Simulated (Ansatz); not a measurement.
The parent structure is ZnO in the wurtzite structure (space group P6_3mc, No. 186; a = 3.230 Å, c = 5.214 Å).

The change: a hydrostatic pressure of 22.5 GPa.

Level of theory: DFT with PBEsol, PAW potentials and a 420 eV plane-wave cutoff in Ansatz (an electronic-structure program), spin-orbit coupling left out.

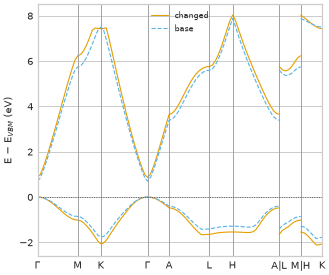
Figure. Highest valence and lowest conduction band along the path, each from its own valence-band maximum

Read the changed gap and its character from the plot.

About 0.9 eV, direct at Γ.

Load acts through the strain it causes; cell and atoms are relaxed under it. No phonon test of stability was made. Measured, ZnO leaves this structure (for rock salt) near 9.1 GPa (temperature not stated; as listed in Datta, Sujoy, Jana, Debnarayan, arXiv (2020)), on rising pressure, with hysteresis.
